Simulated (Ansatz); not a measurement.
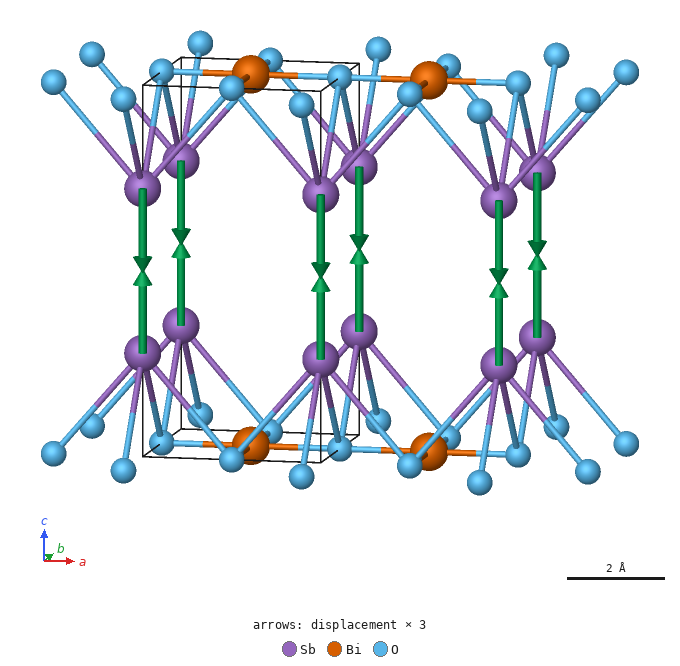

A relaxation of crystalline BiSb2O2 (a generated structure, set up in P4/mmm) (coarse preliminary run). The starting structure is drawn; green arrows show the displacements (the part carried along by the change of the cell is left out), magnified 3 times.

A ball-and-stick model of the cell of the calculation, repeated 2 × 1 × 1 with one cell outlined, seen slightly off an axis.

The calculation used DFT PBE, scalar-relativistic, plane waves, PAW (Ansatz).

The input:
```yaml
crystal:
  lattice:
    - [3.76585944, 0.0, 0.0]
    - [0.0, 3.76585944, 0.0]
    - [0.0, 0.0, 7.77432099]
  atoms:
    - { symbol: Sb, position: [0.0, 0.0, 0.27850834] }
    - { symbol: Sb, position: [0.0, 0.0, 0.72149166] }
    - { symbol: Bi, position: [0.5, 0.5, 0.0] }
    - { symbol: O, position: [0.0, 0.5, 0.0] }
    - { symbol: O, position: [0.5, 0.0, 0.0] }
basis:
  ecutwfc: 420
kpoints:
  mp_grid: { grid: [4, 4, 2] }
hamiltonian:
  xc: pbe
scf:
  occupations: { method: gaussian, width: 0.1 }
  lower_state_search: "off"
output:
  forces: true
  stress: true
  eigenvalues: true
relax:
  adjacent_minimum: "off"
  f_tol: 0.04
  max_steps: 70
  cell: { stress_tol: 0.4 }
```

Command:
```bash
ansatz run input.yaml --threads 1 --pin off --max-ram 2560MiB --backend cpu --events-out ev --progress --plain --runs-dir out
```

**What did the optimiser do to the structure, and how much energy did it gain?**

The largest moves relative to the cell, 0.59 Å, are those of Sb1 and Sb2. Sb2 goes along −c. Bi and O stay in place. The drawn cell changes as follows: a = b 3.766 → 4.177 Å (+10.9 %), c 7.774 → 8.794 Å (+13.1 %); the volume changes by +39.2 %. Among the contacts that change: Sb1–O4 2.869 → 3.690 Å, Sb1–Sb2 3.444 → 2.710 Å, Bi3–O4 1.883 → 2.089 Å. The space group stays P4/mmm (No. 123). Over 9 accepted moves (11 points after the start) the energy falls by 850 meV per atom. The largest force component goes from 2.9 to 0.015 eV/Å. Pressure: 27.95 GPa at the start and 0.06 GPa at the end. At 2 points the geometry stayed and the basis and grid were re-selected for the new cell (energy shift of 32.5 meV per atom at most each time). The run took 110 s on 1 thread of Intel(R) Xeon(R) Processor @ 2.50GHz (Skylake/Cascade Lake), with other jobs on the host, peak memory 0.45 GiB.

Limits of the set-up: the k-point mesh is coarse for a cell with partly filled bands; layers or molecules are held without a dispersion correction, so their spacing is unreliable.
